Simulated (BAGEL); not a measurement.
# Si2H2F3 (SMILES F[Si](F)(F)[SiH2]) at UHF/6-31G(d) (density fitting with qzvpp-jkfit, spherical functions)

Aim: the energy change on altering one bond length of Si2H2F3 at UHF/6-31G* (density fitting with qzvpp-jkfit, spherical functions), from 2 runs. 

Program for the calculation: BAGEL 1.2.2.

1 further run of the same task is left out (set aside as unsound or not needed). Runs told in other sessions of the task aren't counted.

**1. The system as given**

The species is Si2H2F3 (7 atoms), meant as a doublet with charge 0. As SMILES, `F[Si](F)(F)[SiH2]`. The coordinates come from a PBE0-D4/def2-TZVP relaxation.

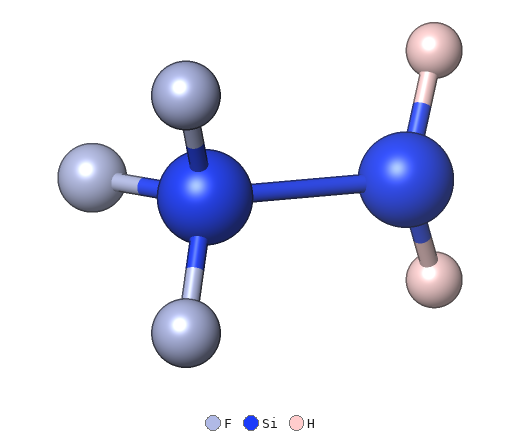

The structure, seen from a chosen angle (fluorine light blue, silicon blue, hydrogen pink).

**2. The energy at UHF/6-31G(d) (density fitting with qzvpp-jkfit, spherical functions)**

Contents of input.json:

```json
{ "bagel": [

{
  "title": "molecule",
  "basis": "6-31gs.json",
  "df_basis": "qzvpp-jkfit",
  "angstrom": "true",
  "geometry": [
    { "atom": "F", "xyz": [    0.541000,   -1.122900,    1.740900 ] },
    { "atom": "Si", "xyz": [    0.348100,   -0.838500,    0.198300 ] },
    { "atom": "F", "xyz": [   -0.739700,   -1.863500,   -0.318400 ] },
    { "atom": "F", "xyz": [    1.701000,   -1.209700,   -0.529600 ] },
    { "atom": "Si", "xyz": [   -0.171300,    1.385900,   -0.152100 ] },
    { "atom": "H", "xyz": [   -1.367400,    1.832600,    0.604300 ] },
    { "atom": "H", "xyz": [   -0.250400,    1.748100,   -1.589000 ] }
  ]
},
{
  "title": "uhf",
  "nopen": 1
},
{
  "title": "print",
  "file": "orbitals.molden",
  "orbitals": "true"
}

]}
```

The basis set 6-31G* is read from a file made from the Basis Set Exchange's data (not shown).

Command:

```sh
$ BAGEL_NUM_THREADS=1 BAGEL input.json > input.out
```

Standard output:

```text
* using 1 threads per process

  ===============================================================
  ===============================================================

  *** Geometry ***

  { "atom" : "F", "xyz" : [      1.022342,     -2.121973,      3.289824 ] },
  { "atom" : "Si", "xyz" : [      0.657814,     -1.584535,      0.374733 ] },
  { "atom" : "F", "xyz" : [     -1.397830,     -3.521505,     -0.601689 ] },
  { "atom" : "F", "xyz" : [      3.214424,     -2.286002,     -1.000799 ] },
  { "atom" : "Si", "xyz" : [     -0.323710,      2.618971,     -0.287427 ] },
  { "atom" : "H", "xyz" : [     -2.584012,      3.463112,      1.141961 ] },
  { "atom" : "H", "xyz" : [     -0.473187,      3.303430,     -3.002775 ] },

  Number of auxiliary basis functions:      523

  Since a DF basis is specified, we compute 2- and 3-index integrals:
    o Being stored without compression. Storage requirement is 0.028 GB

  Number of basis functions:       82
  Number of electrons      :       57

    * METHOD: MOLECULE                             0.21

  *** Open-shell HF ***

  === Nuclear Repulsion ===
   305.6029194369

      * DIIS with orbital gradients will be used.

  === UHF iteration (6-31gs.json) ===
      0       -877.15959552          0.04742747           0.13
      1       -877.36471334          0.03006328           0.12
      2       -877.43417675          0.01802775           0.12
      3       -877.47316081          0.00081866           0.13
      4       -877.47354022          0.00019785           0.13
      5       -877.47357780          0.00008507           0.12
      6       -877.47359115          0.00001900           0.12
      7       -877.47359270          0.00000886           0.12
      8       -877.47359307          0.00000479           0.12
      9       -877.47359326          0.00000191           0.12
     10       -877.47359329          0.00000082           0.12
     11       -877.47359330          0.00000037           0.12
     12       -877.47359330          0.00000011           0.12
     13       -877.47359330          0.00000005           0.12
     14       -877.47359330          0.00000003           0.12
     15       -877.47359330          0.00000002           0.12
     16       -877.47359330          0.00000001           0.12
    * SCF iteration converged.

    * S^2 (UHF) is 0.7570

    * Permanent dipole moment:
           (    0.191287,    -0.816506,     0.128817) a.u.

    * METHOD: UHF                                  2.20

    * METHOD: PRINT                                0.01

  ===============================================================
```

It took 2.6 s on 1 thread of Intel Xeon 6975P-C (Granite Rapids), shared host; peak memory 0.13 GiB.

**3. The distorted shape, same level**

Contents of hf.json:

```json
{ "bagel" : [

{
  "title" : "molecule",
  "basis" : "6-31gs.json",
  "df_basis" : "qzvpp-jkfit",
  "angstrom" : true,
  "geometry" : [
    { "atom" : "F", "xyz" : [    0.338039,   -1.067213,    1.850099 ] },
    { "atom" : "Si", "xyz" : [    0.145139,   -0.782813,    0.307499 ] },
    { "atom" : "F", "xyz" : [   -0.942661,   -1.807813,   -0.209201 ] },
    { "atom" : "F", "xyz" : [    1.701000,   -1.209700,   -0.529600 ] },
    { "atom" : "Si", "xyz" : [   -0.374261,    1.441587,   -0.042901 ] },
    { "atom" : "H", "xyz" : [   -1.570361,    1.888287,    0.713499 ] },
    { "atom" : "H", "xyz" : [   -0.453361,    1.803787,   -1.479801 ] }
  ]
},
{
  "title" : "uhf",
  "nopen" : 1
},
{
  "title" : "print",
  "file" : "orbitals.molden",
  "orbitals" : true
}

]}
```

The basis set 6-31G* is read from a file made from the Basis Set Exchange's data (not shown).

Command:

```sh
$ BAGEL_NUM_THREADS=1 BAGEL hf.json > hf.out
```

Standard output:

```text
* using 1 threads per process

  ===============================================================
  ===============================================================

  *** Geometry ***

  { "atom" : "F", "xyz" : [      0.638801,     -2.016740,      3.496180 ] },
  { "atom" : "Si", "xyz" : [      0.274273,     -1.479302,      0.581089 ] },
  { "atom" : "F", "xyz" : [     -1.781371,     -3.416271,     -0.395333 ] },
  { "atom" : "F", "xyz" : [      3.214424,     -2.286002,     -1.000799 ] },
  { "atom" : "Si", "xyz" : [     -0.707251,      2.724205,     -0.081071 ] },
  { "atom" : "H", "xyz" : [     -2.967552,      3.568345,      1.348318 ] },
  { "atom" : "H", "xyz" : [     -0.856728,      3.408663,     -2.796419 ] },

  Number of auxiliary basis functions:      523

  Since a DF basis is specified, we compute 2- and 3-index integrals:
    o Being stored without compression. Storage requirement is 0.028 GB

  Number of basis functions:       82
  Number of electrons      :       57

    * METHOD: MOLECULE                             0.21

  *** Open-shell HF ***

  === Nuclear Repulsion ===
   296.5267314700

      * DIIS with orbital gradients will be used.

  === UHF iteration (6-31gs.json) ===
      0       -877.09000090          0.04955383           0.12
      1       -877.30601595          0.03339545           0.12
      2       -877.38930590          0.02105282           0.12
      3       -877.44387926          0.00100415           0.12
      4       -877.44434442          0.00041256           0.12
      5       -877.44440534          0.00013541           0.12
      6       -877.44442336          0.00004967           0.12
      7       -877.44442877          0.00001548           0.12
      8       -877.44442996          0.00000601           0.12
      9       -877.44443026          0.00000277           0.12
     10       -877.44443035          0.00000108           0.12
     11       -877.44443036          0.00000059           0.12
     12       -877.44443036          0.00000021           0.12
     13       -877.44443036          0.00000009           0.12
     14       -877.44443036          0.00000004           0.12
     15       -877.44443036          0.00000002           0.12
     16       -877.44443036          0.00000001           0.12
     17       -877.44443036          0.00000000           0.12
    * SCF iteration converged.

    * S^2 (UHF) is 0.7570

    * Permanent dipole moment:
           (    0.594558,    -1.024551,    -0.055535) a.u.

    * METHOD: UHF                                  2.29

    * METHOD: PRINT                                0.01

  ===============================================================
```

Run time: 2.7 s. Hardware: 1 thread of Intel Xeon 6975P-C (Granite Rapids), shared host; peak memory 0.13 GiB.

**4. Outcome**

Level: UHF/6-31G* (density fitting with qzvpp-jkfit, spherical functions).

| quantity | value |
| --- | --- |
| first shape: total energy | -877.47359 Eh |
| first shape: dipole moment | 2.16 D |
| first shape: ⟨S²⟩ | 0.757 |
| distorted shape: total energy | -877.44443 Eh |
| distorted shape: dipole moment | 3.01 D |
| distorted shape: ⟨S²⟩ | 0.757 |
| energy change with the Si2–F4 bond stretched from 1.580 to 1.818 Å | 0.794 eV |

In words: With the Si2–F4 bond stretched from 1.580 to 1.818 Å the energy rises by 0.79 eV (18.3 kcal/mol). The first shape isn't relaxed at this level, so the change isn't measured from a minimum.
